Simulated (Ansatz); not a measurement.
## Electronic structure of As$_{6}$Ga$_{6}$H$_{18}$ (Ga6As6 wurtzite hole sphere) in real space

```yaml
atoms:
  - { symbol: As, position_ang: [-0.0035, -2.1846, -1.9288] }
  - { symbol: Ga, position_ang: [-2.1969, -1.2687, -1.1084] }
  - { symbol: Ga, position_ang: [0.0021, -2.5570, 2.0797] }
  - { symbol: As, position_ang: [-1.8973, -1.0957, 1.3132] }
  - { symbol: As, position_ang: [-1.8917, 1.0887, -1.9286] }
  - { symbol: Ga, position_ang: [-2.2153, 1.2806, 2.0770] }
  - { symbol: Ga, position_ang: [2.1930, -1.2689, -1.1161] }
  - { symbol: As, position_ang: [1.9004, -1.0975, 1.3066] }
  - { symbol: As, position_ang: [1.8861, 1.0893, -1.9331] }
  - { symbol: Ga, position_ang: [-0.0022, 2.5328, -1.1116] }
  - { symbol: Ga, position_ang: [2.2191, 1.2781, 2.0718] }
  - { symbol: As, position_ang: [0.0016, 2.1916, 1.3106] }
  - { symbol: H, position_ang: [-0.0033, -3.6797, -1.6467] }
  - { symbol: H, position_ang: [-0.0065, -2.2633, -3.4542] }
  - { symbol: H, position_ang: [-3.4207, -1.9748, -1.8066] }
  - { symbol: H, position_ang: [0.0000, -3.8501, 1.1594] }
  - { symbol: H, position_ang: [0.0063, -2.5903, 3.6566] }
  - { symbol: H, position_ang: [-3.1633, -1.8274, 1.7596] }
  - { symbol: H, position_ang: [-1.9531, 1.1240, -3.4545] }
  - { symbol: H, position_ang: [-3.1876, 1.8372, -1.6547] }
  - { symbol: H, position_ang: [-3.3296, 1.9271, 1.1499] }
  - { symbol: H, position_ang: [-2.2501, 1.3037, 3.6536] }
  - { symbol: H, position_ang: [3.4149, -1.9746, -1.8178] }
  - { symbol: H, position_ang: [3.1677, -1.8286, 1.7501] }
  - { symbol: H, position_ang: [1.9468, 1.1264, -3.4589] }
  - { symbol: H, position_ang: [3.1821, 1.8375, -1.6585] }
  - { symbol: H, position_ang: [-0.0025, 3.9451, -1.8113] }
  - { symbol: H, position_ang: [2.2564, 1.2981, 3.6486] }
  - { symbol: H, position_ang: [3.3332, 1.9246, 1.1442] }
  - { symbol: H, position_ang: [0.0040, 3.6547, 1.7539] }
```

Geometry: PBE-D4/def2-SVP.

Level of theory: RKS PBE0-D4/def2-TZVP in Ansatz 0.2.0.

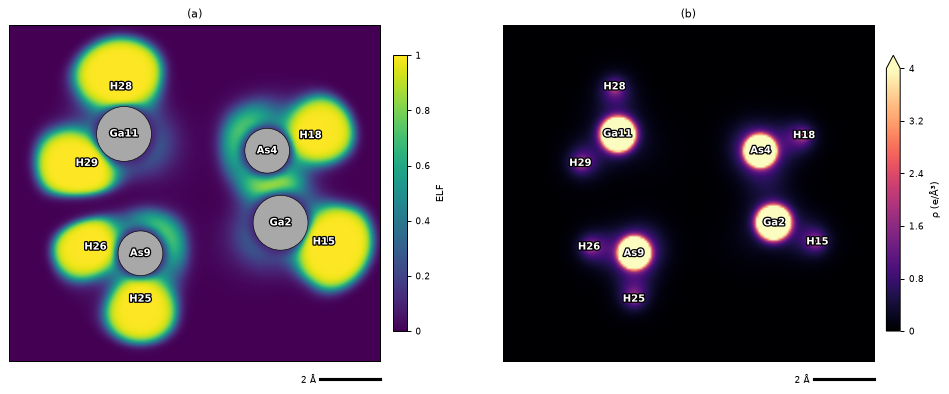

Figure 1. (a) ELF; (b) total electron density on the plane of atoms H28, Ga11 and H29. Grey discs cover the atomic cores in the ELF map.

Question: Describe what can be read from this map.

Answer:
- The section cuts through Ga, As and H sites.
- Ga–As (2.45 Å): ρ is about 0.53 e/Å³ halfway; the ELF peaks at about 0.85 between the atoms (a shared electron pair).
- As–H (1.53 Å): ρ is about 1.1 e/Å³ halfway; the ELF climbs to about 1 towards the hydrogen, as it does in any bond to H.
- Ga–H (1.58 Å): ρ at the midpoint is about 0.97 e/Å³; the ELF climbs to about 1 towards the hydrogen.

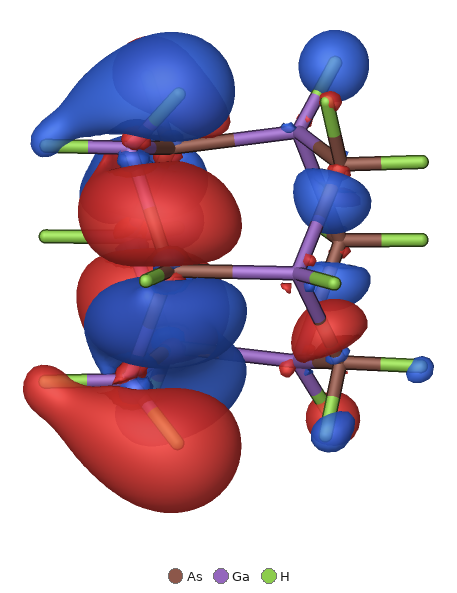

Figure 2. The HOMO at ±0.05 Å⁻³ᐟ² (blue and red are the two phases), seen from one side.

Question: Describe this orbital and give its energy.

Answer: Its weight (Hirshfeld) is mainly on As12 (about 20 %), Ga3 (about 10 %), Ga11 (about 10 %), Ga6 (about 10 %), As8 (about 10 %) and As4 (about 10 %). It is one of a degenerate set, so its orientation is arbitrary. Its energy is −7.11 eV.

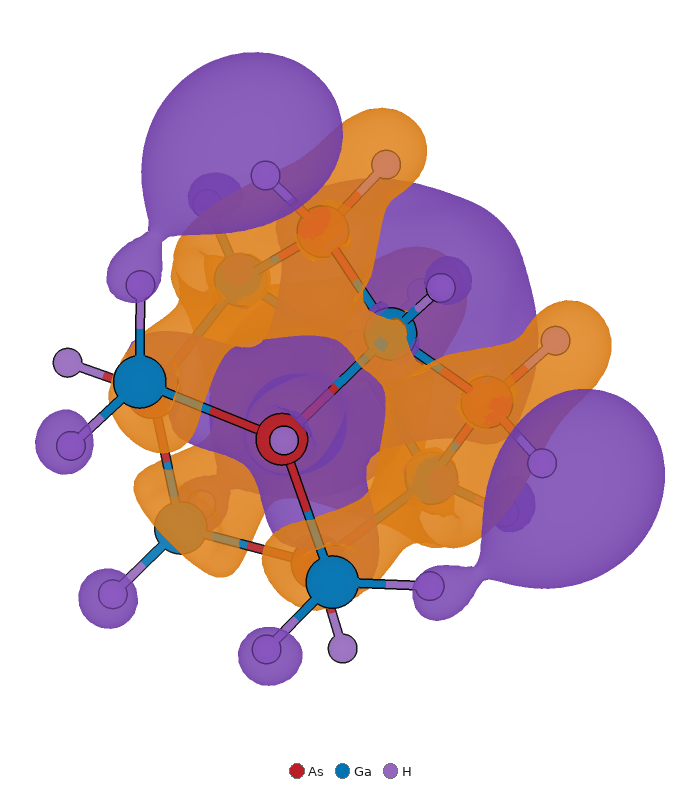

Figure 3. One frontier orbital at ±0.03 Å⁻³ᐟ² (orange and purple are the two phases), seen at an oblique angle.

Question: Which orbital is it: HOMO or LUMO?

Answer: The LUMO, at −1.51 eV. By Hirshfeld shares it lies mainly on As1 (about 15 %), As5 (about 15 %), As9 (about 15 %), H13 (about 10 %), H26 (about 10 %) and H20 (about 10 %).
